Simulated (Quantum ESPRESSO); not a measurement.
Consider KCaCl3 (Cm).

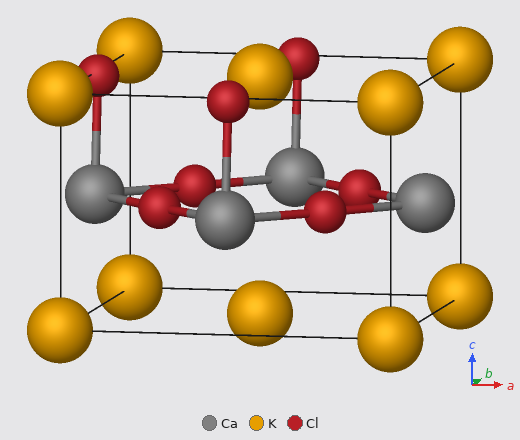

The structure (calcium grey, potassium orange, chlorine red). Some periodic images of atoms are drawn too.

```cif
data_structure
_symmetry_space_group_name_H-M 'P 1'
_symmetry_Int_Tables_number 1
_cell_length_a 5.4074
_cell_length_b 5.4074
_cell_length_c 5.4065
_cell_angle_alpha 90.004
_cell_angle_beta 90.004
_cell_angle_gamma 90.022
_cell_volume 158.08
loop_
_atom_site_label
_atom_site_type_symbol
_atom_site_fract_x
_atom_site_fract_y
_atom_site_fract_z
_atom_site_occupancy
Ca1 Ca 0.49789 0.49789 0.48521 1
K2 K 0.99805 0.99805 0.99999 1
Cl3 Cl 0.99942 0.49552 0.48278 1
Cl4 Cl 0.50729 0.50729 0.98514 1
Cl5 Cl 0.49552 0.99942 0.48278 1
```

Absorber: atom 4, with 2 Ca at 2.70 Å (linear, site symmetry m). Method: Quantum ESPRESSO XSpectra, LDA, full core hole (charged cell), 5-atom cell with 5.4 Å between holes, 4×4×4 k points, dipole transitions, Lorentzian half width 0.32 eV up to 4 eV, rising linearly to 2.5 eV at 25 eV (counted from xe0, 1.9 eV below the zero used here).

**Question.** What does the Cl K edge look like?

Main maxima up to 24 eV above the zero (height): 2.1 eV (1.31), 3.5 eV (1.35), 4.9 eV (1.38), 9.9 eV (0.85) and 14.9 eV (1.26). A K edge sees empty p states on the absorber. The total-energy difference plus the lowest empty eigenvalue puts the zero at 2827.07 eV. One term is added: -17.80 eV, since the hole is spin-paired here and a spin-polarised one costs that much less in the free atom (computed apart). The photon energy is then 2809.27 eV. The functional and the charged cell's background leave an error in such absolute values: in the free atom LDA prices this hole 9.7 eV below PBE (computed apart), and PBE is itself good to a few eV.

The Cl K spectrum (energy from the lowest empty level; intensity scaled to a mean of 1 over the first 20 eV; the points at xe0, where the cut of filled states can leave a spike, are interpolated; polarised curves are means over the symmetry-equivalent atoms):

```tsv
E (eV)	isotropic	ε ∥ x	ε ∥ z
-2.0	0.04	0.04	0.04
-0.5	0.08	0.08	0.07
1.0	0.50	0.59	0.32
2.5	1.16	1.10	1.27
4.0	1.19	0.96	1.65
5.5	1.35	1.12	1.80
7.0	0.85	0.54	1.48
8.5	0.73	0.66	0.86
10.0	0.85	0.95	0.65
11.5	0.81	0.90	0.63
13.0	1.00	1.10	0.79
14.5	1.24	1.37	0.99
16.0	1.19	1.24	1.09
17.5	1.04	1.04	1.04
19.0	1.00	0.97	1.08
20.5	1.01	0.96	1.12
22.0	1.02	0.98	1.11
23.5	1.05	1.01	1.13
25.0	1.12	1.06	1.24
26.5	1.17	1.11	1.28
28.0	1.13	1.12	1.16
29.5	1.06	1.08	1.01
31.0	0.99	1.03	0.92
```

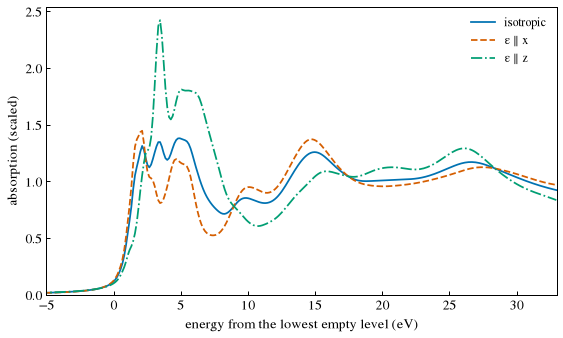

The Cl K edge.

The crystal has 2 inequivalent Cl sites and not all are shown here, while a measurement adds them all. The holes are only 5.4 Å apart, so the shape is probably not converged with cell size; no larger cell was run here. The structure is a computed Materials Project entry and may be a hypothetical form.

[Banner, clock and machine lines of the logs are left out without a mark of their own.]

[Logs are printed without paths, hosts, clocks, repeated set-up lines and the standing remarks that a program may print on its own settings, such as how far it seeks lower states.]

[Hosts, paths, dates, database ids (printed as entryN), source tags and the programs' standing remarks are cut or masked in the printed files.]

[Lists of maxima count a maximum above −3 eV only where it reaches 4 % of the highest in the window and stands out from its surroundings by 2 % of it (1.5 % where it reaches 55 %); shoulders and weaker maxima are passed over, and of the rest the first, up to two pre-edge ones and the few strongest are named.]
